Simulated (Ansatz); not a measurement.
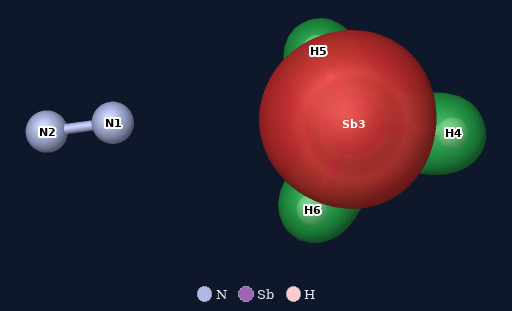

N₂···H₃Sb (SMILES N#N.[SbH3]). The HOMO at ±0.15 Å⁻³ᐟ² (green and red are the two phases), seen across its widest extent.

Geometry: PBE0-D4/def2-TZVP; core potentials replace the inner electrons of Sb.

All numbers below come from RKS PBE0-D4/def2-TZVPPD (Ansatz).

The calculation's input:

```
crystal:
  periodic: [false, false, false]
  atoms:
    - {symbol: N, position_ang: [0.492328, 0.919630, -2.130126]}
    - {symbol: N, position_ang: [1.169079, 0.985408, -2.981174]}
    - {symbol: Sb, position_ang: [-1.023077, -0.153985, 1.063125]}
    - {symbol: H, position_ang: [-0.848565, -0.993271, 2.541530]}
    - {symbol: H, position_ang: [0.461037, 0.655929, 1.298329]}
    - {symbol: H, position_ang: [-0.250704, -1.413711, 0.208213]}
basis:
  gaussian: {orbitals: "def2-TZVPPD.json"}
hamiltonian: {xc: pbe0, dispersion: d4}
output: {orbitals: {seedname: orbitals}}
```

Launched as:

```sh
ansatz run in.yaml --threads 2 --pin off --events-out ev --progress --plain --max-ram 5222MiB
```

Describe this orbital and give its energy.

Answer. By Hirshfeld shares it lies mainly on Sb3 (about 75 %), H4 (about 10 %), H5 (about 5 %) and H6 (about 5 %). Its energy is −7.47 eV.
